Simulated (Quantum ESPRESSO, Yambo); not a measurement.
## MgH2 (P4_2/mnm): G0W0 in Yambo against the bands

Aim: move the bands of a G0W0 run on MgH2 (P4_2/mnm) over a wide range.

Main program and level: Yambo 5.3.0; PBE and many-body steps on it, plane waves.

### 1. The starting structure

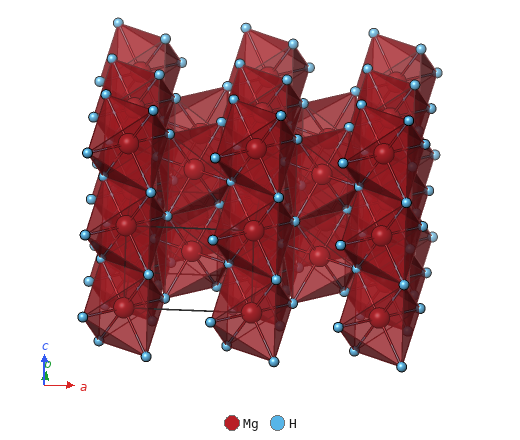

The cell as given, slightly off an axis (magnesium red, hydrogen blue). 2×2×2 cells are drawn. Some periodic images of atoms are drawn too.

As a file:

```xyz
6
Lattice="4.5168 0.0000 0.0000 0.0000 4.5168 0.0000 0.0000 0.0000 3.0205" Properties=species:S:1:pos:R:3 pbc="T T T"
Mg    0.0000    0.0000    0.0000
Mg    2.2584    2.2584    1.5102
H     1.3821    1.3821    0.0000
H     0.8763    3.6405    1.5102
H     3.1347    3.1347    0.0000
H     3.6405    0.8763    1.5102
```

The cell and positions come from the Crystallography Open Database and are kept as given unless a step says otherwise.

### 2. 34 bands

This step: Yambo 5.3.0; G0W0 on PBE, plane waves, norm-conserving pseudopotentials.

Now the one-shot GW correction: screening in the RPA, then the self-energy of the levels asked for.

File gw1.in:

```
HF_and_locXC
gw0
dyson
ppa
em1d
rim_cut
RandQpts= 1000000
RandGvec= 1 RL
EXXRLvcs= 76 Ry
VXCRLvcs= 304 Ry
Chimod= "HARTREE"
% BndsRnXp
 1 | 34 |
%
NGsBlkXp= 12 Ry
% LongDrXp
 1 | 1 | 1 |
%
% GbndRnge
 1 | 34 |
%
DysSolver= "n"
ExtendOut
PPAPntXp= 27.21138 eV
% QPkrange
 4 | 4 | 11 | 14 |
 18 | 18 | 11 | 14 |
 21 | 21 | 11 | 14 |
 1 | 1 | 11 | 14 |
%
```

Launch:

```sh
$ OMP_NUM_THREADS=2 mpirun -n 4 yambo -F gw1.in -J gw1 -C gw1 > gw1.log
```

Output:

```text
 Yambo, version 5.3.0

 [02] CORE Variables Setup
 =========================

  [... cell, symmetries and grids as in the set-up ...]

  [02.05] Energies & Occupations
  ==============================

  [X] === General ===
  [X] Electronic Temperature                        :  0.000000  0.000000 [eV K]
  [X] Bosonic    Temperature                        :  0.000000  0.000000 [eV K]
  [X] Finite Temperature mode                       : no
  [X] El. density                                   :  0.38947E+24 [cm-3]
  [X] Fermi Level                                   :  1.704141 [eV]

  [X] === Gaps and Widths ===
  [X] Conduction Band Min                           :  3.895281 [eV]
  [X] Valence Band Max                              :  0.000000 [eV]
  [X] Filled Bands                                  :  12
  [X] Empty Bands                                   :    13   407
  [X] Direct Gap                                    :  4.665746 [eV]
  [X] Direct Gap localized at k                     :  21
  [X] Indirect Gap                                  :  3.895281 [eV]
  [X] Indirect Gap between kpts                     :   4  18
  [X] Last valence band width                       :  2.647367 [eV]
  [X] 1st conduction band width                     :  5.219412 [eV]

 [03] Transferred momenta grid and indexing
 ==========================================

 IBZ Q-points                                      :  21
 BZ  Q-points                                      :   64

 K/Q-points units:
 rlu = crystal or reduced units; cc = cartesian coordinates; iku = interal k-units

 Q [ 1]         [rlu]:  0.000000  0.000000  0.000000
 Q [ 2]         [rlu]:  0.000000  0.000000  0.250000
 Q [ 3]         [rlu]:  0.000000  0.000000 -0.500000
 Q [ 4]         [rlu]:  0.000000  0.250000  0.000000
 Q [ 5]         [rlu]:  0.000000  0.250000  0.250000
 Q [ 6]         [rlu]:  0.000000  0.250000 -0.500000
 Q [ 7]         [rlu]:  0.000000 -0.500000  0.000000
 Q [ 8]         [rlu]:  0.000000 -0.500000  0.250000
 Q [ 9]         [rlu]:  0.000000 -0.500000 -0.500000
 Q [10]         [rlu]:  0.250000  0.250000  0.000000
     [... 9 further rows ...]
 Q [20]         [rlu]: -0.250000  0.250000 -0.250000
 Q [21]         [rlu]: -0.250000  0.250000  0.500000

 [04] Coloumb potential Random Integration (RIM)
 ===============================================

  [04.01] RIM initialization
  ==========================

  * Diagonal components only detected *

  8 x (sBL volume)        :  0.074561 [a.u.]
  sBZ random points       :  1000000
  Points outside the sBZ  :   7992674
  RL volume               :  0.596489 [a.u.]
  Integrated volume       :  0.597036 [a.u.]

  [04.02] RIM integrals
  =====================

  Gamma point sphere radius             :  0.076346 [a.u.]
  Points outside the sphere             :   799746
  [Int_sBZ(q=0) 1/q^2]*(Vol_sBZ)^(-1/3) =:  7.538312
                                 should be <:  7.795600

  Summary of Coulomb integrals for non-metallic bands |Q|[au] RIM/Bare

  Q [1] 0.100000E-4 0.966996 * Q [4] 0.184031 0.952411
  Q [19] 0.260259 0.994565 * Q [10] 0.260259 0.994039
  Q [2] 0.275196 1.179740 * Q [5] 0.331059 1.091923
  Q [7] 0.368061 0.992365 * Q [20] 0.378771 1.053954
  Q [11] 0.378771 1.053813 * Q [13] 0.411505 0.995853
  Q [8] 0.459567 1.021692 * Q [14] 0.495045 1.016188
  Q [16] 0.520517 0.998458 * Q [3] 0.550392 1.045432
  Q [6] 0.580344 1.037073 * Q [17] 0.588788 1.007986
  Q [21] 0.608823 1.030597 * Q [12] 0.608823 1.030671
  Q [9] 0.662118 1.021843 * Q [15] 0.687217 1.018806
  Q [18] 0.757542 1.012986

 [05] Dipoles
 ============

  [05.01] Setup: observables and procedures
  =========================================

 [06] Dynamic Dielectric Matrix (PPA)
 ====================================

 [WR./gw1//ndb.pp]---------------------------------------------------------------
  Brillouin Zone Q/K grids (IBZ/BZ)                :   21   64   21   64
  RL vectors                                       :   5981 [WF]
  Coulomb cutoff potential                         : none
[...]
RL vectors in the sum                            :   5981
  [r,Vnl] included                                 : yes
  Field direction                                  :  0.577350E-5  0.577350E-5  0.577350E-5
  BZ energy Double Grid                            : no
  BZ energy DbGd points                            : 0
  BZ Q point size factor                           : -1.000000
  X Optical Averaged directions                    : none

 [07] Local Exchange-Correlation + Non-Local Fock
 ================================================

 [VXC] Plane waves :   37211
 [EXS] Plane waves :   4683

 QP @ state[ 1 ] K range:  1  1
 QP @ state[ 1 ] b range:  11  14
 QP @ state[ 2 ] K range:   4   4
 QP @ state[ 2 ] b range:  11  14
 QP @ state[ 3 ] K range:  18  18
 QP @ state[ 3 ] b range:  11  14
 QP @ state[ 4 ] K range:  21  21
 QP @ state[ 4 ] b range:  11  14

 [xc] Functional : Perdew, Burke & Ernzerhof(X)+Perdew, Burke & Ernzerhof(C)
 [xc] LIBXC used to calculate xc functional

 [xc] E_xc :  -17.32084 [Ha]
      E_xc :  -34.64167 [Ry]

  Local XC kind (lXC) : Perdew, Burke & Ernzerhof(X)+Perdew, Burke & Ernzerhof(C)
  Non-Local XC kind (nlXC) : Hartree-Fock

  Corrections @ K [1] :  [eV]
 <11|nlXC|11> = -15.07684 -0.25971E-16 <11|lXC|11> = -11.11025  0.000000
 <12|nlXC|12> = -14.78517  0.17566E-17 <12|lXC|12> = -11.48397  0.000000
 <13|nlXC|13> = -2.917208 -0.16857E-18 <13|lXC|13> = -6.816384  0.000000
 <14|nlXC|14> = -5.742535 -0.98668E-18 <14|lXC|14> = -9.977685  0.000000

  Corrections @ K [4] :  [eV]
 <11|nlXC|11> = -15.04202  0.24160E-17 <11|lXC|11> = -11.18512 -0.37763E-15
 <12|nlXC|12> = -15.02455  0.11959E-16 <12|lXC|12> = -11.63013 -0.18882E-15
[...]
Corrections @ K [18] :  [eV]
[...]
Corrections @ K [21] :  [eV]
[...]
<12|nlXC|12> = -14.94148 -0.19636E-16 <12|lXC|12> = -11.30453  0.37763E-15
 <13|nlXC|13> = -4.638352 -0.12648E-17 <13|lXC|13> = -8.888660 -0.17702E-16
 <14|nlXC|14> = -3.511073  0.32387E-17 <14|lXC|14> = -7.761150  0.000000

  [07.01] Hartree-Fock occupations report
  =======================================

  [Hartree-Fock] === General ===
  [Hartree-Fock] Electronic Temperature             :  0.000000  0.000000 [eV K]
  [Hartree-Fock] Bosonic    Temperature             :  0.000000  0.000000 [eV K]
  [Hartree-Fock] Finite Temperature mode            : no
  [Hartree-Fock] El. density                        :  0.38947E+24 [cm-3]
  [Hartree-Fock] Fermi Level                        :  1.704141 [eV]

  [Hartree-Fock] === Gaps and Widths ===
  [Hartree-Fock] Conduction Band Min                :  4.179119 [eV]
  [Hartree-Fock] Valence Band Max                   : -0.019702 [eV]
  [Hartree-Fock] Filled Bands                       :  12
  [Hartree-Fock] Empty Bands                        :    13   407
  [Hartree-Fock] Direct Gap                         :  4.665747 [eV]
  [Hartree-Fock] Direct Gap localized at k          :  12
  [Hartree-Fock] Indirect Gap                       :  4.198820 [eV]
  [Hartree-Fock] Indirect Gap between kpts          :   3  12
  [Hartree-Fock] Last valence band width            :  4.632971 [eV]
  [Hartree-Fock] 1st conduction band width          :  4.935574 [eV]

 [08] Dyson equation: Newton solver
 ==================================

  [08.01] G0W0 (W PPA)
  ====================

  [  GW  ] Bands range     :    1   34
  [GW/PPA] G damping       :  0.100000 [eV]

  QP @ state[ 1 ] K range:  1  1
  QP @ state[ 1 ] b range:  11  14
  QP @ state[ 2 ] K range:   4   4
  QP @ state[ 2 ] b range:  11  14
  QP @ state[ 3 ] K range:  18  18
  QP @ state[ 3 ] b range:  11  14
  QP @ state[ 4 ] K range:  21  21
  QP @ state[ 4 ] b range:  11  14

   Sc/G bands                                       :    1   34
   Sc/G damping                                     :  0.100000 ev
   Sc bands terminator                              : no
   Sx RL components                                 :   4683

   QP @ state[ 1 ] K range                          :  1  1
   QP @ state[ 1 ] b range                          :  11  14
   QP @ state[ 2 ] K range                          :   4   4
   QP @ state[ 2 ] b range                          :  11  14
   QP @ state[ 3 ] K range                          :  18  18
   QP @ state[ 3 ] b range                          :  11  14
   QP @ state[ 4 ] K range                          :  21  21
   QP @ state[ 4 ] b range                          :  11  14
   GF energies kind                                 : Perdew, Burke & Ernzerhof(X)+Perdew, Burke & Ernzerhof(C)
   GF WF`s kind                                     : Perdew, Burke & Ernzerhof(X)+Perdew, Burke & Ernzerhof(C)
   Xs energies kind                                 : Perdew, Burke & Ernzerhof(X)+Perdew, Burke & Ernzerhof(C)
   Xs WF`s kind                                     : Perdew, Burke & Ernzerhof(X)+Perdew, Burke & Ernzerhof(C)

 [11] Game Over & Game summary
```

Elapsed: 45 s, on 4 MPI ranks of AMD EPYC 7R43, shared host; peak memory 1.9 GiB.

This step gave:

```yaml
g0w0_gap_on_the_mesh: 5.834 eV
starting_gap_on_the_mesh: 3.895 eV
k_of_the_valence_top: 0, 0.25, 0
k_of_the_conduction_bottom: -0.5, -0.5, -0.5
least_direct_g0w0_gap_on_the_computed_points: 6.668 eV
z_at_the_valence_top: 0.7863
z_at_the_conduction_bottom: 0.8266
```

The gap on the mesh goes from 3.90 eV to 5.83 eV, a correction of +1.94 eV.

### 3. 61 bands

gw2.in, as its differences from gw1.in of step 2:

```diff
@@ -12,3 +12,3 @@
 % BndsRnXp
- 1 | 34 |
+ 1 | 61 |
 %
@@ -19,3 +19,3 @@
 % GbndRnge
- 1 | 34 |
+ 1 | 61 |
 %
```

Launch:

```sh
$ OMP_NUM_THREADS=2 mpirun -n 4 yambo -F gw2.in -J gw2 -C gw2 > gw2.log
```

Output:

```text
 Yambo, version 5.3.0

 [02] CORE Variables Setup
 =========================

  [... cell, symmetries and grids as in the set-up ...]

  [02.05] Energies & Occupations
  ==============================

  [X] === General ===
  [X] Electronic Temperature                        :  0.000000  0.000000 [eV K]
  [X] Bosonic    Temperature                        :  0.000000  0.000000 [eV K]
  [X] Finite Temperature mode                       : no
  [X] El. density                                   :  0.38947E+24 [cm-3]
  [X] Fermi Level                                   :  1.704141 [eV]

  [X] === Gaps and Widths ===
  [X] Conduction Band Min                           :  3.895281 [eV]
  [X] Valence Band Max                              :  0.000000 [eV]
  [X] Filled Bands                                  :  12
  [X] Empty Bands                                   :    13   407
  [X] Direct Gap                                    :  4.665746 [eV]
  [X] Direct Gap localized at k                     :  21
  [X] Indirect Gap                                  :  3.895281 [eV]
  [X] Indirect Gap between kpts                     :   4  18
  [X] Last valence band width                       :  2.647367 [eV]
  [X] 1st conduction band width                     :  5.219412 [eV]

 [03] Transferred momenta grid and indexing
 ==========================================

 IBZ Q-points                                      :  21
 BZ  Q-points                                      :   64

 K/Q-points units:
 rlu = crystal or reduced units; cc = cartesian coordinates; iku = interal k-units

 Q [ 1]         [rlu]:  0.000000  0.000000  0.000000
 Q [ 2]         [rlu]:  0.000000  0.000000  0.250000
 Q [ 3]         [rlu]:  0.000000  0.000000 -0.500000
[...]
[Hartree-Fock] Valence Band Max                   : -0.019702 [eV]
  [Hartree-Fock] Filled Bands                       :  12
  [Hartree-Fock] Empty Bands                        :    13   407
  [Hartree-Fock] Direct Gap                         :  4.665747 [eV]
  [Hartree-Fock] Direct Gap localized at k          :  12
  [Hartree-Fock] Indirect Gap                       :  4.198820 [eV]
  [Hartree-Fock] Indirect Gap between kpts          :   3  12
  [Hartree-Fock] Last valence band width            :  4.632971 [eV]
  [Hartree-Fock] 1st conduction band width          :  4.935574 [eV]

 [08] Dyson equation: Newton solver
 ==================================

  [08.01] G0W0 (W PPA)
  ====================

  [  GW  ] Bands range     :    1   61
  [GW/PPA] G damping       :  0.100000 [eV]

[...]
QP @ state[ 3 ] K range:  18  18
  QP @ state[ 3 ] b range:  11  14
  QP @ state[ 4 ] K range:  21  21
  QP @ state[ 4 ] b range:  11  14

   Sc/G bands                                       :    1   61
   Sc/G damping                                     :  0.100000 ev
   Sc bands terminator                              : no
   Sx RL components                                 :   4683

   QP @ state[ 1 ] K range                          :  1  1
   QP @ state[ 1 ] b range                          :  11  14
   QP @ state[ 2 ] K range                          :   4   4
   QP @ state[ 2 ] b range                          :  11  14
   QP @ state[ 3 ] K range                          :  18  18
   QP @ state[ 3 ] b range                          :  11  14
   QP @ state[ 4 ] K range                          :  21  21
   QP @ state[ 4 ] b range                          :  11  14
   GF energies kind                                 : Perdew, Burke & Ernzerhof(X)+Perdew, Burke & Ernzerhof(C)
   GF WF`s kind                                     : Perdew, Burke & Ernzerhof(X)+Perdew, Burke & Ernzerhof(C)
   Xs energies kind                                 : Perdew, Burke & Ernzerhof(X)+Perdew, Burke & Ernzerhof(C)
   Xs WF`s kind                                     : Perdew, Burke & Ernzerhof(X)+Perdew, Burke & Ernzerhof(C)

 [11] Game Over & Game summary
```

The job ended after 91 s (4 MPI ranks; peak memory 1.9 GiB).

Numbers from this step:

```yaml
g0w0_gap_on_the_mesh: 5.862 eV
starting_gap_on_the_mesh: 3.895 eV
k_of_the_valence_top: 0, 0.25, 0
k_of_the_conduction_bottom: -0.5, -0.5, -0.5
least_direct_g0w0_gap_on_the_computed_points: 6.691 eV
z_at_the_valence_top: 0.7860
z_at_the_conduction_bottom: 0.8247
```

Against the run before, the gap moves by +0.028 eV.

### 4. 112 bands

gw3.in, as its differences from gw2.in of step 3:

```diff
@@ -12,3 +12,3 @@
 % BndsRnXp
- 1 | 61 |
+ 1 | 112 |
 %
@@ -19,3 +19,3 @@
 % GbndRnge
- 1 | 61 |
+ 1 | 112 |
 %
```

Launch:

```sh
$ OMP_NUM_THREADS=2 mpirun -n 4 yambo -F gw3.in -J gw3 -C gw3 > gw3.log
```

Output:

```text
 Yambo, version 5.3.0

 [02] CORE Variables Setup
 =========================

  [... cell, symmetries and grids as in the set-up ...]

  [02.05] Energies & Occupations
  ==============================

  [X] === General ===
  [X] Electronic Temperature                        :  0.000000  0.000000 [eV K]
  [X] Bosonic    Temperature                        :  0.000000  0.000000 [eV K]
  [X] Finite Temperature mode                       : no
  [X] El. density                                   :  0.38947E+24 [cm-3]
[...]
QP @ state[ 3 ] b range                          :  11  14
   QP @ state[ 4 ] K range                          :  21  21
   QP @ state[ 4 ] b range                          :  11  14
   GF energies kind                                 : Perdew, Burke & Ernzerhof(X)+Perdew, Burke & Ernzerhof(C)
   GF WF`s kind                                     : Perdew, Burke & Ernzerhof(X)+Perdew, Burke & Ernzerhof(C)
   Xs energies kind                                 : Perdew, Burke & Ernzerhof(X)+Perdew, Burke & Ernzerhof(C)
   Xs WF`s kind                                     : Perdew, Burke & Ernzerhof(X)+Perdew, Burke & Ernzerhof(C)

 [11] Game Over & Game summary
```

It took 2.7 min on 4 MPI ranks; peak memory 1.9 GiB; 20 min of CPU time.

This step gave:

```yaml
g0w0_gap_on_the_mesh: 5.915 eV
starting_gap_on_the_mesh: 3.895 eV
k_of_the_valence_top: 0, 0.25, 0
k_of_the_conduction_bottom: -0.5, -0.5, -0.5
least_direct_g0w0_gap_on_the_computed_points: 6.736 eV
```

Against the run before, the gap moves by +0.054 eV.

[end of part 1 of 2]

[Paths, hosts, dates, memory and timing lines, banners, echoed tables and standing remarks are left out of the program output.]

[Logs are printed without paths, hosts, clocks, repeated set-up lines and the standing remarks that a program may print on its own settings, such as how far it seeks lower states.]

[Runs of the session that timed out or met a known fault of the program may be left out.]

[Hosts, paths, dates, database ids (printed as entryN), source tags and the programs' standing remarks are cut or masked in the printed files.]
